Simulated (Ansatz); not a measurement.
# Geometry relaxation of CH12O5 (part 2 of 3)

The same run, continued: CH12O5 (disordered cell, 18 atoms in the cell); DFT PBE-D3(BJ), scalar-relativistic, plane waves, PAW, no spin polarisation (Ansatz 0.2.0); cutoff 420 eV, 1×1×1 k-mesh, Fermi–Dirac smearing of 0.02 eV. It belongs to a series of runs on one base structure; here: start relaxed.

Output, continued
```
--- Relaxed structure (13 steps of the walk, 13 accepted, 0 SCFs on fresh bases) ---
  F+E_penalty+E_count = -3280.95834446 eV   max|allowed force component| = 2.256e-1 eV/Å
  atoms:
    - { symbol: O, position: [0.2563064462055981, 0.9365828135541784, 0.603058069224284] }
    - { symbol: H, position: [0.2734138519004532, 0.7685563699548318, 0.5812521343176489] }
    - { symbol: H, position: [0.08925321772119674, 0.9558302986751807, 0.6282115568129276] }
    - { symbol: O, position: [0.9184183257825429, 0.48100135904433544, 0.5143658215700996] }
    - { symbol: H, position: [1.064805805616686, 0.42193502204227806, 0.4422155346886924] }
    - { symbol: H, position: [0.8001689447593928, 0.46757406195148693, 0.3914353293589127] }
    - { symbol: O, position: [0.5847992837989302, 0.4488508464803251, 0.8692979078311298] }
    - { symbol: H, position: [0.5862341227016439, 0.6104107094894554, 0.9267543249025814] }
    - { symbol: H, position: [0.7141841952225582, 0.44689718665976963, 0.7554023223536723] }
    - { symbol: O, position: [0.3449334266621099, 0.32952600418611044, 0.34283980482692705] }
    - { symbol: H, position: [0.3820528389993524, 0.3219470449112365, 0.17669552438000213] }
    - { symbol: H, position: [0.3381643844461321, 0.16752810281301808, 0.403750576042506] }
    - { symbol: C, position: [0.8599708212908308, 0.9604530184870896, 0.17889317681603528] }
    - { symbol: O, position: [0.6733240668731914, 0.9395044865537464, 0.016019863719021456] }
    - { symbol: H, position: [0.9394749418799514, 0.7869218576511987, 0.19738029960804662] }
    - { symbol: H, position: [0.6304207617031227, 1.0948966041582218, -0.03866543772352292] }
    - { symbol: H, position: [0.9957769632727544, 1.0842227244134286, 0.11844472133518172] }
    - { symbol: H, position: [0.7935826011635533, 1.016502488974108, 0.35378966993585437] }
```

Trajectory as extended XYZ (Å, eV, eV/Å), 12 of the 13 frames kept, from step=1 to step=13
```
18
Lattice="5.7185 0.0000 0.0000 0.0000 5.7185 0.0000 0.0000 0.0000 5.7185" Properties=species:S:1:pos:R:3:forces:R:3 step=1 energy=-3279.39293
O     0.5700    5.9703    4.4825    0.6378   0.1019  -0.5339
H     1.1320    5.4564    3.8841   -0.0581   0.0326  -0.0495
H    -0.2653    5.4802    4.4982   -0.1107  -0.2791   0.0808
O     5.1579    2.5857    2.3436    0.2409   0.5096   0.6818
H     5.7855    2.4189    1.6250    0.0512  -0.0665   0.1358
H     4.2904    2.5053    1.9204   -0.1810  -0.0367  -0.1401
O     4.2506    2.5344    5.1583   -0.4541  -0.2808   0.0870
H     4.2087    3.3563    4.6477   -0.0513  -0.0715   0.0740
H     4.2568    1.8395    4.4836    0.5051   0.4916  -0.4831
O     2.3544    1.5094    1.7627   -0.2305   0.3335   0.2161
H     2.3554    1.8243    0.8468    0.0874   0.0077  -0.2560
H     2.2544    0.5496    1.6804    0.0204  -0.0489  -0.2125
C     4.8733    5.5764    1.1684    0.4073  -0.3176   0.8585
O     3.9314    5.3488    0.1263   -0.3408  -0.0938  -0.4760
H     5.0282    4.6143    1.6556   -0.0002  -0.0386  -0.1564
H     3.7813    6.1972   -0.3193   -0.3063  -0.0202   0.4377
H     5.8377    5.9329    0.7868   -0.0766  -0.0317  -0.0139
H     4.5032    6.2894    1.9151   -0.1407  -0.1917  -0.2503
18
Lattice="5.7185 0.0000 0.0000 0.0000 5.7185 0.0000 0.0000 0.0000 5.7185" Properties=species:S:1:pos:R:3:forces:R:3 step=2 energy=-3279.78468
O     0.6080    5.9790    4.4032   -0.0376  -0.0814  -0.2243
H     1.1550    5.4299    3.8269    0.0423  -0.0579  -0.1126
H    -0.2115    5.4540    4.5151    0.2153   0.0375   0.0430
O     5.1539    2.6729    2.4007    0.0227   0.0892   0.1344
H     5.8029    2.4151    1.7189    0.0360  -0.0393   0.4221
H     4.2996    2.5123    1.9545    0.0276   0.0467   0.0977
O     4.1285    2.4970    5.1334    0.2131  -0.8825  -1.6167
H     4.1918    3.3763    4.7079   -0.1950  -0.3419   0.4115
H     4.3989    1.8994    4.3644   -0.0315   1.1635   1.0115
O     2.2920    1.5448    1.7437   -0.1367   0.1247  -0.1394
H     2.3813    1.8437    0.8203    0.0810   0.0430  -0.0768
H     2.2636    0.5757    1.6557   -0.0040   0.1230  -0.1020
C     4.8697    5.5375    1.1799    0.2705  -0.0723   0.2991
O     3.9245    5.3205    0.1277   -0.2531   0.1295  -0.3380
H     5.0385    4.5721    1.6467   -0.0025  -0.0467  -0.0424
H     3.7066    6.1944   -0.2436   -0.1273  -0.1204   0.2628
H     5.8230    5.9204    0.7929   -0.0068  -0.0037  -0.0049
H     4.4796    6.2443    1.9180   -0.1142  -0.1111  -0.0250
18
Lattice="5.7185 0.0000 0.0000 0.0000 5.7185 0.0000 0.0000 0.0000 5.7185" Properties=species:S:1:pos:R:3:forces:R:3 step=3 energy=-3280.06576
O     0.6218    5.9801    4.3338   -0.1434  -0.1670  -0.1166
H     1.1623    5.3987    3.7816    0.0306  -0.0413  -0.0611
H    -0.1730    5.4381    4.5308    0.2139   0.1278  -0.0350
O     5.1415    2.7026    2.4858    0.1341  -0.0875  -0.1103
H     5.8389    2.3791    1.8768    0.0073   0.0036   0.5024
H     4.3181    2.5279    1.9856    0.0373   0.0339   0.1776
O     4.0442    2.4111    5.0709    1.0315  -0.3000  -1.9285
H     4.1011    3.3582    4.7959   -0.2860  -0.7230   0.4571
H     4.5652    1.9743    4.2954   -0.8323   0.9922   1.3845
O     2.2526    1.5963    1.6852   -0.1146   0.1232  -0.2100
H     2.4140    1.8775    0.7636    0.0441   0.0510  -0.0437
H     2.2547    0.6251    1.6141   -0.0282   0.1175  -0.0548
C     4.8659    5.5234    1.1787    0.1239  -0.0577   0.1181
O     3.9170    5.3138    0.1229   -0.1566   0.0171  -0.1417
H     5.0478    4.5523    1.6284    0.0176  -0.0290  -0.0101
H     3.6609    6.1932   -0.2068   -0.0132  -0.0166   0.0473
H     5.8124    5.9283    0.7948    0.0098   0.0314  -0.0099
H     4.4603    6.2094    1.9287   -0.0754  -0.0749   0.0351
18
Lattice="5.7185 0.0000 0.0000 0.0000 5.7185 0.0000 0.0000 0.0000 5.7185" Properties=species:S:1:pos:R:3:forces:R:3 step=4 energy=-3280.33543
O     0.6340    5.9616    4.2525   -0.0061  -0.1140  -0.1002
H     1.1702    5.3464    3.7313   -0.0147  -0.0455   0.0068
H    -0.1426    5.4267    4.5155    0.0841   0.0579  -0.0627
O     5.1739    2.7435    2.5679    0.2995  -0.3012  -0.1887
H     5.9074    2.3288    2.0569   -0.0581   0.1352   0.4361
H     4.3773    2.5132    2.0475    0.0207   0.0520   0.1432
O     4.0163    2.3479    5.0325    0.5448   0.5680  -0.9802
H     3.9684    3.3292    4.8938   -0.1061  -0.9412   0.3169
H     4.6280    2.0777    4.2790   -0.5973   0.4067   0.6404
O     2.1967    1.6792    1.5953   -0.0722   0.0618  -0.0991
H     2.4307    1.9254    0.6789    0.0163   0.0544  -0.0475
H     2.2278    0.7065    1.5702   -0.0444   0.1041  -0.0402
C     4.8593    5.5057    1.1770    0.0665  -0.0686   0.0448
O     3.9115    5.2923    0.1208   -0.1053  -0.1381  -0.0082
H     5.0641    4.5327    1.6141    0.0221  -0.0124  -0.0067
H     3.6475    6.1674   -0.2059    0.0033   0.1540  -0.0854
H     5.7965    5.9373    0.7971    0.0151   0.0634  -0.0235
H     4.4390    6.1678    1.9421   -0.0682  -0.0364   0.0538
18
Lattice="5.7185 0.0000 0.0000 0.0000 5.7185 0.0000 0.0000 0.0000 5.7185" Properties=species:S:1:pos:R:3:forces:R:3 step=5 energy=-3280.50340
O     0.6666    5.9099    4.1604    0.1172  -0.2440  -0.1591
H     1.1897    5.2227    3.7108   -0.1654   0.0803   0.1518
H    -0.1336    5.4325    4.4606    0.1032   0.0302  -0.0880
O     5.2378    2.7473    2.6487    0.3091  -0.3325  -0.2457
H     6.0137    2.3095    2.2192   -0.1750   0.1907   0.3105
H     4.4770    2.4896    2.0866    0.1222   0.0636   0.1494
O     3.9731    2.3228    5.0117   -0.0622   0.8591  -0.0943
H     3.8935    3.3111    4.9990   -0.0001  -0.8877   0.1229
H     4.6023    2.1587    4.2696   -0.0884   0.1527  -0.0713
O     2.1601    1.7616    1.5365   -0.0604  -0.0062  -0.0351
H     2.4232    1.9942    0.6238   -0.0104   0.0221  -0.0046
H     2.1671    0.7884    1.5222   -0.0338   0.0931  -0.0149
C     4.8444    5.4946    1.1726    0.0234  -0.0473   0.0127
O     3.8968    5.2824    0.1158   -0.0642  -0.1319   0.0328
H     5.0779    4.5182    1.5916    0.0209   0.0043  -0.0179
H     3.6395    6.1580   -0.2178    0.0149   0.1430  -0.0728
H     5.7687    5.9614    0.7979   -0.0096   0.0452  -0.0180
H     4.4081    6.1264    1.9573   -0.0406  -0.0342   0.0417
18
Lattice="5.7185 0.0000 0.0000 0.0000 5.7185 0.0000 0.0000 0.0000 5.7185" Properties=species:S:1:pos:R:3:forces:R:3 step=6 energy=-3280.61097
O     0.7168    5.8227    4.0692    0.1816  -0.7259  -0.2009
H     1.2148    5.0361    3.7446   -0.4687   0.5221   0.3100
H    -0.1287    5.4399    4.3963    0.3302   0.0800  -0.1755
O     5.3153    2.7552    2.7017    0.1058  -0.2262  -0.0896
H     6.1118    2.3075    2.3292   -0.0999   0.1103   0.1173
H     4.5796    2.4838    2.1149    0.1622   0.0403   0.0946
O     3.9291    2.3455    4.9935   -0.1793   0.5256   0.0870
H     3.8241    3.3198    5.0665    0.0359  -0.4664   0.0440
H     4.5594    2.2567    4.2425    0.0565   0.0897  -0.1850
O     2.1227    1.8096    1.5178   -0.0136  -0.0276  -0.0312
H     2.3968    2.0348    0.6062   -0.0392   0.0127   0.0331
H     2.1117    0.8373    1.5078   -0.0259   0.0389   0.0257
C     4.8288    5.4902    1.1658    0.0144  -0.0152  -0.0138
O     3.8778    5.2905    0.1089   -0.0532  -0.0029   0.0216
H     5.0913    4.5077    1.5565    0.0198   0.0474  -0.0385
H     3.6352    6.1724   -0.2275    0.0282   0.0378  -0.0314
H     5.7385    5.9937    0.7967   -0.0472   0.0023   0.0130
H     4.3810    6.0858    1.9757   -0.0077  -0.0429   0.0194
18
Lattice="5.7185 0.0000 0.0000 0.0000 5.7185 0.0000 0.0000 0.0000 5.7185" Properties=species:S:1:pos:R:3:forces:R:3 step=8 energy=-3280.73624
O     0.8905    5.5778    3.9002   -0.4896  -0.6813   0.0154
H     1.1859    4.6617    3.6935   -0.2493   0.5519   0.1579
H    -0.0573    5.4404    4.1582    0.7772   0.0842  -0.2384
O     5.3796    2.7288    2.7979    0.0323  -0.0690  -0.0200
H     6.2151    2.3140    2.4806    0.0084   0.0340  -0.0251
H     4.7100    2.4702    2.1366    0.0384   0.0119   0.0399
O     3.8087    2.4950    4.9852    0.0097   0.0989  -0.0555
H     3.7274    3.4520    5.1575   -0.0082  -0.0673  -0.0084
H     4.4598    2.4513    4.2388   -0.1006   0.0228   0.0628
O     2.1282    1.8569    1.6188   -0.0131  -0.1926  -0.0595
H     2.3790    2.0554    0.6947   -0.0258   0.0452   0.0475
H     2.0747    0.8837    1.6389    0.0022   0.1225   0.0775
C     4.8083    5.4900    1.1197   -0.0406   0.0037  -0.0197
O     3.7917    5.3421    0.1176    0.0836   0.0226   0.1063
H     5.1000    4.4921    1.4482    0.0010   0.0272  -0.0545
H     3.5967    6.2287   -0.2346   -0.0163   0.0154  -0.0346
H     5.6971    6.0103    0.7237   -0.0294  -0.0040   0.0133
H     4.4106    6.0388    1.9907    0.0202  -0.0263  -0.0049
18
Lattice="5.7185 0.0000 0.0000 0.0000 5.7185 0.0000 0.0000 0.0000 5.7185" Properties=species:S:1:pos:R:3:forces:R:3 step=9 energy=-3280.76000
O     0.9669    5.4904    3.7402   -0.4815  -1.0168   0.2625
H     1.1497    4.5132    3.7050   -0.2088   1.0301  -0.0137
H     0.0260    5.5045    4.0523    0.7627   0.0023  -0.2965
O     5.3816    2.7206    2.8322    0.0026  -0.1050  -0.0320
H     6.2274    2.3203    2.5223    0.0262   0.0178  -0.0694
H     4.7293    2.4683    2.1513    0.0279   0.0299   0.0641
O     3.7384    2.5397    4.9803    0.0462   0.0636  -0.0914
H     3.6734    3.4953    5.1676   -0.0073  -0.0421  -0.0085
H     4.4059    2.4922    4.2480   -0.1520   0.0206   0.1084
O     2.1210    1.8572    1.6645    0.0061  -0.0924  -0.0906
H     2.3558    2.0418    0.7335   -0.0103   0.0621   0.0653
H     2.0931    0.8858    1.7141   -0.0423   0.0105   0.1233
C     4.8174    5.4970    1.1132   -0.0612  -0.0403  -0.0694
O     3.7843    5.3639    0.1271    0.0751   0.0422   0.1017
H     5.1275    4.4936    1.4069   -0.0002   0.0358  -0.0338
H     3.5854    6.2533   -0.2156   -0.0037  -0.0100  -0.0482
H     5.6930    6.0373    0.7159   -0.0120   0.0107   0.0176
H     4.4299    6.0153    2.0076    0.0320  -0.0193   0.0100
18
Lattice="5.7185 0.0000 0.0000 0.0000 5.7185 0.0000 0.0000 0.0000 5.7185" Properties=species:S:1:pos:R:3:forces:R:3 step=10 energy=-3280.82105
O     1.1059    5.4490    3.6242   -0.2823  -0.7046   0.1535
H     1.2588    4.4743    3.5996   -0.0789   0.7010  -0.0303
H     0.1658    5.4945    3.9097    0.4644   0.0290  -0.1997
O     5.3555    2.7182    2.8792   -0.0027  -0.1081  -0.0864
H     6.2106    2.3467    2.5530   -0.0097   0.0382  -0.0635
H     4.7068    2.4801    2.1892    0.0365   0.0479   0.0843
O     3.6483    2.5575    4.9882    0.0460   0.0587  -0.0942
H     3.6027    3.5097    5.2003   -0.0168  -0.0592  -0.0236
H     4.3322    2.5118    4.2722   -0.1547   0.0200   0.1316
O     2.1042    1.8764    1.7539    0.0405  -0.2440  -0.2352
H     2.3297    1.9743    0.8046   -0.0528   0.0731   0.2191
H     2.0421    0.9116    1.9000   -0.0436   0.1453   0.1371
C     4.8230    5.5022    1.0828   -0.1138  -0.0748  -0.1584
O     3.7709    5.3688    0.1172    0.1398   0.0436   0.1472
H     5.1524    4.4982    1.3543   -0.0010   0.0347  -0.0293
H     3.5677    6.2556   -0.2289   -0.0033  -0.0258  -0.0314
H     5.6826    6.0593    0.6746   -0.0029   0.0158   0.0268
H     4.4467    6.0011    1.9923    0.0348   0.0093   0.0518
18
Lattice="5.7185 0.0000 0.0000 0.0000 5.7185 0.0000 0.0000 0.0000 5.7185" Properties=species:S:1:pos:R:3:forces:R:3 step=11 energy=-3280.84102
O     1.2400    5.4191    3.6427   -1.1509  -0.9064  -0.1154
H     1.2615    4.4320    3.5209    0.1180   0.9459   0.1080
H     0.2561    5.5573    3.7486    1.0961  -0.0202  -0.1004
O     5.3309    2.6994    2.8974    0.0017  -0.0790  -0.1336
H     6.1831    2.3427    2.5458    0.0290   0.0470  -0.0408
H     4.6786    2.5067    2.1960    0.0327   0.0562   0.1225
O     3.5711    2.5710    4.9797    0.0612   0.0544  -0.0649
H     3.5405    3.5201    5.2103   -0.0203  -0.0548  -0.0330
H     4.2725    2.5251    4.2824   -0.1721   0.0071   0.1414
O     2.0889    1.8774    1.8063    0.0159  -0.1301  -0.2055
H     2.3193    1.9454    0.8573   -0.0612   0.0724   0.1428
H     2.0241    0.9205    1.9923   -0.0100   0.0092   0.1771
C     4.8412    5.4992    1.0780   -0.0916  -0.0517  -0.1922
O     3.7786    5.3704    0.1259    0.1590   0.0370   0.1936
H     5.1854    4.4943    1.3267    0.0072   0.0225  -0.0449
H     3.5701    6.2574   -0.2166   -0.0086  -0.0227  -0.0386
H     5.6895    6.0731    0.6690   -0.0102  -0.0054   0.0198
H     4.4747    5.9781    2.0036    0.0045   0.0184   0.0651
18
Lattice="5.7185 0.0000 0.0000 0.0000 5.7185 0.0000 0.0000 0.0000 5.7185" Properties=species:S:1:pos:R:3:forces:R:3 step=12 energy=-3280.93024
O     1.3463    5.3944    3.4914   -0.3037  -0.3306  -0.0138
H     1.3782    4.4223    3.3782    0.0835   0.3119   0.0220
H     0.3884    5.5517    3.6224    0.2941   0.0051  -0.0302
O     5.2955    2.7064    2.9104   -0.0479  -0.0119  -0.0406
H     6.1414    2.3708    2.5203    0.0370  -0.0024  -0.0290
H     4.6222    2.5356    2.2263    0.0019   0.0477   0.0547
O     3.4852    2.5877    5.0001    0.0313  -0.0245  -0.0782
H     3.4690    3.5335    5.2414   -0.0204  -0.0167   0.0131
H     4.1916    2.5389    4.3130   -0.0987   0.0145   0.0739
O     2.0193    1.8576    1.8723    0.0536  -0.1103  -0.1344
H     2.2387    1.8310    0.9212   -0.0491   0.0644   0.1497
H     1.9793    0.9257    2.1871   -0.0258   0.0599   0.0561
C     4.8819    5.5101    1.0670   -0.0168  -0.0804  -0.0056
O     3.7988    5.3858    0.1498    0.0363   0.0175   0.0089
H     5.2820    4.5079    1.2371   -0.0022   0.0520  -0.0136
H     3.5707    6.2711   -0.1832    0.0230   0.0082  -0.0276
H     5.6914    6.1463    0.6725   -0.0492   0.0124   0.0175
H     4.5261    5.9123    2.0389    0.0530  -0.0174  -0.0223
18
Lattice="5.7185 0.0000 0.0000 0.0000 5.7185 0.0000 0.0000 0.0000 5.7185" Properties=species:S:1:pos:R:3:forces:R:3 step=13 energy=-3280.95834
O     1.4657    5.3558    3.4486   -0.0033  -0.0831   0.0133
H     1.5635    4.3950    3.3239    0.0476   0.0827  -0.0012
H     0.5104    5.4659    3.5924   -0.0407  -0.0542   0.0207
O     5.2520    2.7506    2.9414   -0.2087   0.0077  -0.2088
H     6.0891    2.4128    2.5288    0.0017   0.0005   0.0461
H     4.5757    2.6738    2.2384    0.1510   0.0013   0.2256
O     3.3442    2.5667    4.9711    0.0101   0.1884   0.1021
H     3.3524    3.4906    5.2996    0.0122  -0.1614  -0.1184
H     4.0840    2.5556    4.3198   -0.0691  -0.0116  -0.0051
O     1.9725    1.8844    1.9605   -0.0034  -0.0635  -0.1040
H     2.1848    1.8410    1.0104   -0.0285  -0.0600   0.0914
H     1.9338    0.9580    2.3088    0.0715   0.1131  -0.0712
C     4.9177    5.4923    1.0230    0.0811  -0.0215   0.1319
O     3.8504    5.3725    0.0916    0.0408  -0.0012  -0.0354
H     5.3724    4.5000    1.1287   -0.0201   0.1698  -0.0136
H     3.6050    6.2611   -0.2211   -0.0372   0.0299   0.0083
H     5.6943    6.2001    0.6773   -0.1251  -0.0881   0.0602
H     4.5381    5.8128    2.0231    0.1198  -0.0488  -0.1418
```

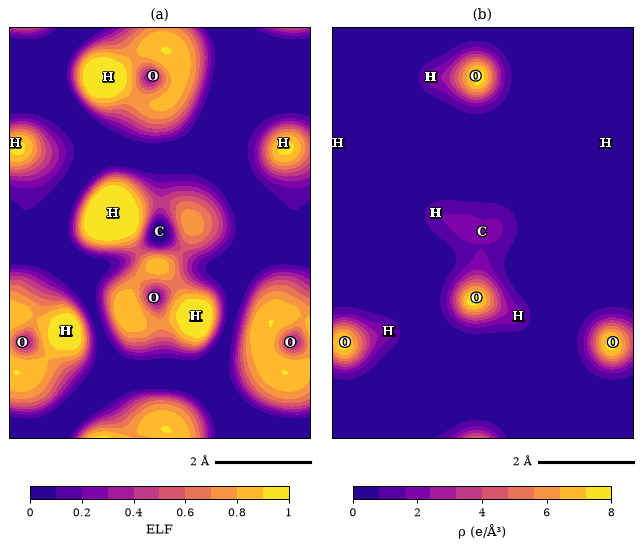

(a) electron localisation function; (b) valence electron density on the (101̄) plane of the calculation cell. Atoms in the plane: O, H and C. O–H (0.97 Å): ρ at the midpoint is about 3.8 e/Å³; the ELF climbs to about 1 towards the hydrogen, as it does in any bond to H (a covalent bond by its length). Away from the nuclei the density in this plane falls to 0.007 e/Å³ at its lowest. Core electrons are frozen (PAW), so the fields are smoothed inside the atomic spheres.

The run was set up as follows.

The input
```yaml
accuracy: low
crystal:
  lattice:
    - [5.718479, 0.0, 0.0]
    - [0.0, 5.718479, 0.0]
    - [0.0, 0.0, 5.718479]
  atoms:
    - { symbol: O, position: [0.0996721, 1.0440399, 0.7838685] }
    - { symbol: H, position: [0.197953, 0.954177, 0.6792107] }
    - { symbol: H, position: [-0.0463908, 0.9583319, 0.7866099] }
    - { symbol: O, position: [0.9019699, 0.45216, 0.4098368] }
    - { symbol: H, position: [1.0117223, 0.4229989, 0.2841714] }
    - { symbol: H, position: [0.7502676, 0.4381147, 0.3358309] }
    - { symbol: O, position: [0.7433143, 0.4431866, 0.9020438] }
    - { symbol: H, position: [0.7359779, 0.5869302, 0.8127594] }
    - { symbol: H, position: [0.7443934, 0.3216736, 0.7840557] }
    - { symbol: O, position: [0.4117171, 0.2639545, 0.3082517] }
    - { symbol: H, position: [0.4118902, 0.3190197, 0.1480782] }
    - { symbol: H, position: [0.3942275, 0.0961015, 0.2938564] }
    - { symbol: C, position: [0.8521972, 0.9751589, 0.2043123] }
    - { symbol: O, position: [0.6874948, 0.9353494, 0.0220882] }
    - { symbol: H, position: [0.8792865, 0.8069064, 0.2895111] }
    - { symbol: H, position: [0.6612491, 1.0837164, -0.0558301] }
    - { symbol: H, position: [1.0208544, 1.0374912, 0.1375892] }
    - { symbol: H, position: [0.7874885, 1.0998302, 0.3348971] }
basis:
  ecutwfc: 420.0
kpoints:
  mp_grid: { grid: [1, 1, 1] }
hamiltonian:
  xc: pbe
  dispersion: d3bj
scf:
  occupations: { method: fermi_dirac, width: 0.02 }
  lower_state_search: "off"
relax:
  f_tol: 0.3
  max_steps: 15
  adjacent_minimum: "off"
output:
  write_density: true
  write_potential: true
  elf: true
  volumetric_format: npy
```

Launched with:
```bash
ansatz run input.yaml --threads 1 --pin off --max-ram 3072MiB --backend cpu --events-out ev --progress --plain --runs-dir out
```
